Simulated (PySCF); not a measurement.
**One shape, several levels: C2Cl2F4 (dichlorotetrafluoroethane)**

Wanted: a comparison of 6 runs (HF/STO-3G, HF/def2-SVP, B2PLYP/6-31G**, B3LYP/6-31G*, TPSS/6-31G**) of C2Cl2F4 (dichlorotetrafluoroethane). Input form: a Python script.

The calculation is run with PySCF 2.14.0.

## 1. The molecule

The species is C2Cl2F4 (8 atoms), meant as a singlet with charge 0. As SMILES, `FC(F)(Cl)C(F)(F)Cl`. Geometry: relaxed at GFN2-xTB. This is one conformer, not always the lowest.

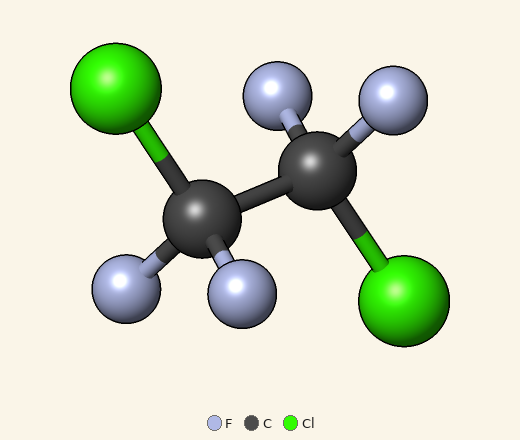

Viewed from a chosen angle; fluorine light blue, carbon dark grey, chlorine green.

## 2. Energy and forces at HF/STO-3G (run 1)

input.py

```python
# dichlorotetrafluoroethane
from pyscf import gto, scf

mol = gto.M(
    atom='''
F      0.520979    -2.964848    -1.407033
C     -0.472715    -0.650576    -1.224391
F      0.302054     0.648856    -3.245321
Cl    -3.823521    -0.850755    -1.218250
C      0.472696     0.651540     1.223881
F     -0.307364    -0.645530     3.244943
F     -0.516028     2.967475     1.404123
Cl     3.823918     0.843838     1.222048
''',
    verbose=3,
    unit='bohr',
    charge=0,
    max_memory=1860,
    basis='sto-3g',
)

myscf = scf.RHF(mol)
myscf.conv_tol = 1e-10
myscf.kernel()
if not myscf.converged:
    myscf = myscf.newton().run(myscf.mo_coeff, myscf.mo_occ)

e_tot = myscf.e_tot
print('Final energy', e_tot)
grad = myscf.nuc_grad_method().kernel()
myscf.analyze()
```

Started as:

```console
$ OMP_NUM_THREADS=1 python input.py
```

The program printed:

```text
converged SCF energy = -1376.1133499458
Final energy -1376.1133499457974
--------------- RHF gradients ---------------
         x                y                z
0 F    -0.0131771323     0.0403613849    -0.0015119088
1 C    -0.0152277805     0.0074735249     0.0156551690
2 F    -0.0092991899    -0.0262994929     0.0325833629
3 Cl     0.0412775089     0.0004365475    -0.0040231344
4 C     0.0151945093    -0.0069878676    -0.0158691061
5 F     0.0092963551     0.0260899041    -0.0323737205
6 F     0.0132384210    -0.0407053409     0.0015467727
7 Cl    -0.0413026916    -0.0003686600     0.0039925652
----------------------------------------------
**** MO energy ****
MO #1   energy= -103.747294815811  occ= 2
MO #2   energy= -103.747289628502  occ= 2
MO #3   energy= -26.0453674024305  occ= 2
MO #4   energy= -26.0453333252024  occ= 2
MO #5   energy= -26.0451415264532  occ= 2
MO #6   energy= -26.0451019094311  occ= 2
MO #7   energy= -11.326777168551   occ= 2
MO #8   energy= -11.3263909228167  occ= 2
MO #9   energy= -10.4293420944537  occ= 2
MO #10  energy= -10.4292832670188  occ= 2
MO #11  energy= -7.87367718269813  occ= 2
MO #12  energy= -7.87362663094223  occ= 2
MO #13  energy= -7.86752018054321  occ= 2
MO #14  energy= -7.86751541410619  occ= 2
MO #15  energy= -7.86745945071261  occ= 2
MO #16  energy= -7.86744736981328  occ= 2
MO #17  energy= -1.65509572999687  occ= 2
MO #18  energy= -1.63508864178796  occ= 2
MO #19  energy= -1.57233171215463  occ= 2
MO #20  energy= -1.56195082768203  occ= 2
MO #21  energy= -1.12454375559633  occ= 2
MO #22  energy= -1.10013788971245  occ= 2
MO #23  energy= -0.948317613909534 occ= 2
MO #24  energy= -0.808004977988679 occ= 2
MO #25  energy= -0.749689711063026 occ= 2
MO #26  energy= -0.719215386876153 occ= 2
MO #27  energy= -0.700186987565356 occ= 2
MO #28  energy= -0.663352951399339 occ= 2
MO #29  energy= -0.66223039720247  occ= 2
MO #30  energy= -0.598762342865902 occ= 2
MO #31  energy= -0.566387296075731 occ= 2
MO #32  energy= -0.565883122088809 occ= 2
MO #33  energy= -0.529438290254029 occ= 2
MO #34  energy= -0.528734549360495 occ= 2
MO #35  energy= -0.505395607978824 occ= 2
MO #36  energy= -0.495414425970587 occ= 2
MO #37  energy= -0.448326561254416 occ= 2
MO #38  energy= -0.447624823315969 occ= 2
MO #39  energy= -0.441543486305206 occ= 2
MO #40  energy= -0.439153650248458 occ= 2
MO #41  energy= -0.409487944995416 occ= 2
MO #42  energy= 0.261276012133309  occ= 0
MO #43  energy= 0.351157874106231  occ= 0
MO #44  energy= 0.436323665084161  occ= 0
MO #45  energy= 0.515512259171261  occ= 0
MO #46  energy= 0.557727648300697  occ= 0
MO #47  energy= 0.626047781953275  occ= 0
MO #48  energy= 0.634896904108093  occ= 0
 ** Mulliken atomic charges  **
charge of    0F =     -0.07534
charge of    1C =      0.26041
charge of    2F =     -0.07523
charge of    3Cl =     -0.10984
charge of    4C =      0.26042
charge of    5F =     -0.07531
charge of    6F =     -0.07527
charge of    7Cl =     -0.10983
Dipole moment(X, Y, Z, Debye): -0.00013,  0.00363, -0.00191
```

It took 4.2 s on 1 thread of Intel Xeon at 2.70GHz, shared host; peak memory 0.12 GiB.

## 3. Energy and forces at HF/def2-SVP (run 2)

job.py

```python
from pyscf import gto

system = gto.Mole()
system.atom = [
    ('F', (0.275690, -1.568930, -0.744570)),
    ('C', (-0.250150, -0.344270, -0.647920)),
    ('F', (0.159840, 0.343360, -1.717350)),
    ('Cl', (-2.023320, -0.450200, -0.644670)),
    ('C', (0.250140, 0.344780, 0.647650)),
    ('F', (-0.162650, -0.341600, 1.717150)),
    ('F', (-0.273070, 1.570320, 0.743030)),
    ('Cl', (2.023530, 0.446540, 0.646680)),
]
system.spin = 0
system.max_memory = 1860
system.basis = 'def2-svp'
system.verbose = 4
system.build()

calc0 = system.RHF()
calc0.conv_tol = 1e-10
calc0.kernel()
if not calc0.converged:
    calc0 = calc0.newton().run(calc0.mo_coeff, calc0.mo_occ)

etot = calc0.e_tot
print(f'total energy: {etot:.8f} hartree')
grad = calc0.nuc_grad_method().kernel()
calc0.analyze()
```

Started as:

```console
$ OMP_NUM_THREADS=1 python job.py
```

The program printed:

```text
PySCF version 2.14.0

[... 82 lines left out ...]
Two-electron Coulomb Energy =         1247.247949593679778
[... 12 lines left out ...]
MO #10  energy= -10.6080250129442  occ= 2
[... 10 lines left out ...]
MO #21  energy= -1.19746371641737  occ= 2
[... 10 lines left out ...]
MO #32  energy= -0.726588594664109 occ= 2
[... 10 lines left out ...]
MO #43  energy= 0.219908677815022  occ= 0
[... 10 lines left out ...]
MO #54  energy= 0.705401626754703  occ= 0
[... 10 lines left out ...]
MO #65  energy= 1.02116964397588   occ= 0
[... 10 lines left out ...]
MO #76  energy= 1.46885592433823   occ= 0
[... 10 lines left out ...]
MO #87  energy= 1.79023460871877   occ= 0
[... 10 lines left out ...]
MO #98  energy= 2.43427850068703   occ= 0
[... 10 lines left out ...]
MO #109 energy= 3.4593690460568    occ= 0
[... 10 lines left out ...]
MO #120 energy= 4.24972900482476   occ= 0
[... 92 lines left out ...]
pop of  6 F 3s            0.00389
pop of  6 F 2px           1.88602
pop of  6 F 2py           1.61556
pop of  6 F 2pz           1.94976
pop of  6 F 3px           0.00223
pop of  6 F 3py           0.00086
pop of  6 F 3pz           0.00268
pop of  6 F 3dxy          0.00206
pop of  6 F 3dyz          0.00096
pop of  6 F 3dz^2         0.00098
pop of  6 F 3dxz          0.00020
pop of  6 F 3dx2-y2       0.00194
pop of  7 Cl 1s           2.00000
pop of  7 Cl 2s           1.99998
pop of  7 Cl 3s           1.87523
pop of  7 Cl 4s           0.00379
pop of  7 Cl 2px          1.99998
pop of  7 Cl 2py          2.00000
pop of  7 Cl 2pz          2.00000
pop of  7 Cl 3px          1.23590
pop of  7 Cl 3py          1.95859
pop of  7 Cl 3pz          1.96428
pop of  7 Cl 4px          0.00367
pop of  7 Cl 4py          0.00096
pop of  7 Cl 4pz          0.00140
pop of  7 Cl 3dxy         0.00182
pop of  7 Cl 3dyz         0.00009
pop of  7 Cl 3dz^2        0.00339
pop of  7 Cl 3dxz         0.00160
pop of  7 Cl 3dx2-y2      0.00988
 ** Mulliken atomic charges  **
charge of    0F =     -0.29060
charge of    1C =      0.64149
charge of    2F =     -0.29033
charge of    3Cl =     -0.06056
charge of    4C =      0.64149
charge of    5F =     -0.29053
charge of    6F =     -0.29040
charge of    7Cl =     -0.06055
Dipole moment(X, Y, Z, Debye):  0.00000,  0.00110, -0.00039
```

It took 21 s on 1 thread of Intel Xeon at 2.70GHz, shared host; peak memory 0.32 GiB.

Runs 3 to 4 aren't shown in full; the table further down has their settings and results.

## 4. Energy and forces at TPSS/6-31G(d,p) (spherical functions) (run 5)

input.py

```python
import pyscf.grad
from pyscf import gto, dft

molecule = gto.M(
    atom=[
    ('F', (0.275690, -1.568930, -0.744570)),
    ('C', (-0.250150, -0.344270, -0.647920)),
    ('F', (0.159840, 0.343360, -1.717350)),
    ('Cl', (-2.023320, -0.450200, -0.644670)),
    ('C', (0.250140, 0.344780, 0.647650)),
    ('F', (-0.162650, -0.341600, 1.717150)),
    ('F', (-0.273070, 1.570320, 0.743030)),
    ('Cl', (2.023530, 0.446540, 0.646680)),
],
    basis='6-31g**',
    max_memory=1860,
    verbose=4,
)

ks = dft.RKS(molecule, xc='tpss')
ks.grids.level = 5
ks.conv_tol = 1e-10
ks.kernel()
if not ks.converged:
    ks = ks.newton().run(ks.mo_coeff, ks.mo_occ)

etot = ks.e_tot
print(f'total energy: {etot:.8f} hartree')
grad = ks.Gradients().kernel()
ks.analyze()
```

Started as:

```console
$ OMP_NUM_THREADS=1 python input.py
```

The program printed:

```text
PySCF version 2.14.0

[... 98 lines left out ...]
Two-electron Coulomb Energy =         1249.443703800321373
[... 12 lines left out ...]
MO #10  energy= -9.27038302413715  occ= 2
[... 10 lines left out ...]
MO #21  energy= -0.839061025689881 occ= 2
[... 10 lines left out ...]
MO #32  energy= -0.406384579933658 occ= 2
[... 10 lines left out ...]
MO #43  energy= -0.00934209196517255 occ= 0
[... 10 lines left out ...]
MO #54  energy= 0.41075386442713   occ= 0
[... 10 lines left out ...]
MO #65  energy= 0.791809351901767  occ= 0
[... 10 lines left out ...]
MO #76  energy= 1.10601938800005   occ= 0
[... 10 lines left out ...]
MO #87  energy= 1.3484265839124    occ= 0
[... 10 lines left out ...]
MO #98  energy= 1.8530801435166    occ= 0
[... 10 lines left out ...]
MO #109 energy= 2.20490156443722   occ= 0
[... 10 lines left out ...]
MO #120 energy= 3.07297475179608   occ= 0
[... 92 lines left out ...]
pop of  6 F 3s            0.00391
pop of  6 F 2px           1.85253
pop of  6 F 2py           1.58840
pop of  6 F 2pz           1.92092
pop of  6 F 3px           0.00185
pop of  6 F 3py           0.00150
pop of  6 F 3pz           0.00203
pop of  6 F 3dxy          0.00304
pop of  6 F 3dyz          0.00181
pop of  6 F 3dz^2         0.00143
pop of  6 F 3dxz          0.00041
pop of  6 F 3dx2-y2       0.00295
pop of  7 Cl 1s           2.00000
pop of  7 Cl 2s           1.99986
pop of  7 Cl 3s           1.88944
pop of  7 Cl 4s           0.00635
pop of  7 Cl 2px          1.99988
pop of  7 Cl 2py          1.99995
pop of  7 Cl 2pz          1.99995
pop of  7 Cl 3px          1.23189
pop of  7 Cl 3py          1.94514
pop of  7 Cl 3pz          1.95104
pop of  7 Cl 4px          0.01092
pop of  7 Cl 4py          0.00216
pop of  7 Cl 4pz          0.00278
pop of  7 Cl 3dxy         0.00200
pop of  7 Cl 3dyz         0.00012
pop of  7 Cl 3dz^2        0.00198
pop of  7 Cl 3dxz         0.00173
pop of  7 Cl 3dx2-y2      0.00570
 ** Mulliken atomic charges  **
charge of    0F =     -0.22382
charge of    1C =      0.49824
charge of    2F =     -0.22355
charge of    3Cl =     -0.05088
charge of    4C =      0.49824
charge of    5F =     -0.22375
charge of    6F =     -0.22361
charge of    7Cl =     -0.05087
Dipole moment(X, Y, Z, Debye): -0.00004,  0.00206, -0.00094
```

It took 2.2 min on 1 thread of Intel Xeon at 2.70GHz, shared host; peak memory 1.2 GiB.

## 5. Energy and forces at B3LYP/6-31G(d) (Cartesian functions) (run 6)

run.py

```python
from pyscf import gto, dft

mol = gto.M(
    atom='''
F        0.275690      -1.568930      -0.744570
C       -0.250150      -0.344270      -0.647920
F        0.159840       0.343360      -1.717350
Cl      -2.023320      -0.450200      -0.644670
C        0.250140       0.344780       0.647650
F       -0.162650      -0.341600       1.717150
F       -0.273070       1.570320       0.743030
Cl       2.023530       0.446540       0.646680
''',
    basis='6-31g*',
    cart=True,
    spin=0,
    max_memory=1860,
    verbose=4,
)

calc0 = dft.RKS(mol)
calc0.xc = 'b3lyp'
calc0.conv_tol = 1e-10
calc0.grids.level = 5
calc0.kernel()
if not calc0.converged:
    calc0 = calc0.newton().run(calc0.mo_coeff, calc0.mo_occ)

etot = calc0.e_tot
print('Final energy', etot)
grad = calc0.nuc_grad_method().kernel()
dip = calc0.dip_moment()
pop, q = calc0.mulliken_pop()
```

Started as:

```console
$ OMP_NUM_THREADS=1 python run.py
```

The program printed:

```text
PySCF version 2.14.0

[... 79 lines left out ...]
converged SCF energy = -1395.94369810446
Final energy -1395.9436981044573
[... 12 lines left out ...]
Dipole moment(X, Y, Z, Debye): -0.00003,  0.00177, -0.00078
[... 98 lines left out ...]
pop of  6  F 2px          1.14667
pop of  6  F 2py          0.97539
pop of  6  F 2pz          1.18858
pop of  6  F 3px          0.67822
pop of  6  F 3py          0.55498
pop of  6  F 3pz          0.71169
pop of  6  F 3dxx         0.01067
pop of  6  F 3dxy         0.00548
pop of  6  F 3dxz         0.00075
pop of  6  F 3dyy         0.02904
pop of  6  F 3dyz         0.00386
pop of  6  F 3dzz         0.00690
pop of  7 Cl 1s           1.99865
pop of  7 Cl 2s           1.98790
pop of  7 Cl 3s           1.47523
pop of  7 Cl 4s           0.51864
pop of  7 Cl 2px          1.98803
pop of  7 Cl 2py          1.99249
pop of  7 Cl 2pz          1.99249
pop of  7 Cl 3px          0.95393
pop of  7 Cl 3py          1.33276
pop of  7 Cl 3pz          1.33428
pop of  7 Cl 4px          0.20457
pop of  7 Cl 4py          0.60545
pop of  7 Cl 4pz          0.60926
pop of  7 Cl 3dxx         0.01904
pop of  7 Cl 3dxy         0.00348
pop of  7 Cl 3dxz         0.00351
pop of  7 Cl 3dyy        -0.02047
pop of  7 Cl 3dyz         0.00018
pop of  7 Cl 3dzz        -0.02007
 ** Mulliken atomic charges  **
charge of    0F =     -0.22353
charge of    1C =      0.42613
charge of    2F =     -0.22324
charge of    3Cl =      0.02063
charge of    4C =      0.42612
charge of    5F =     -0.22344
charge of    6F =     -0.22331
charge of    7Cl =      0.02064
```

Run time: 1.8 min. Hardware: 1 thread of Intel Xeon at 2.70GHz, shared host; peak memory 1.4 GiB.

## 6. All runs side by side

```
run                                 level      task  frozen core orbitals   energy (Eh)  dipole moment (D)  HOMO energy (eV)  LUMO energy (eV)  wall time
  1                             HF/STO-3G  gradient                     –  -1376.113350               0.00            -11.14              7.11      4.2 s
  2                           HF/def2-SVP  gradient                     –  -1391.792163               0.00            -13.40              4.13       21 s
  3  B2PLYP/6-31G** (spherical functions)    energy                    16  -1395.239785               0.00            -11.02              0.87       41 s
  4    B3LYP/6-31G* (spherical functions)  gradient                     –  -1395.931821               0.00             -9.33             -0.90       84 s
  5    TPSS/6-31G** (spherical functions)  gradient                     –  -1395.990016               0.00             -8.25             -1.56    2.2 min
  6    B3LYP/6-31G* (Cartesian functions)  gradient                     –  -1395.943698               0.00             -9.33             -0.90    1.8 min
```

## 7. Outcome

| quantity | value |
| --- | --- |
| run 6: total energy | -1395.94370 Eh |
| run 6: dipole moment | 0.00 D |
| run 6: HOMO energy | -9.33 eV |
| run 6: LUMO energy | -0.90 eV |
| run 6: HOMO–LUMO gap | 8.43 eV |
| run 6: largest force on an atom | 0.399 eV/Å |

What this shows: The HOMO–LUMO gap runs from 6.68 eV (TPSS/6-31G**) to 18.25 eV (HF/STO-3G). The two ends differ in method and basis. Totals of different functionals can't be ranked against each other. In run 1 the basis is minimal, so the values are rough. All runs together took 6.5 min, the longest 2.2 min.
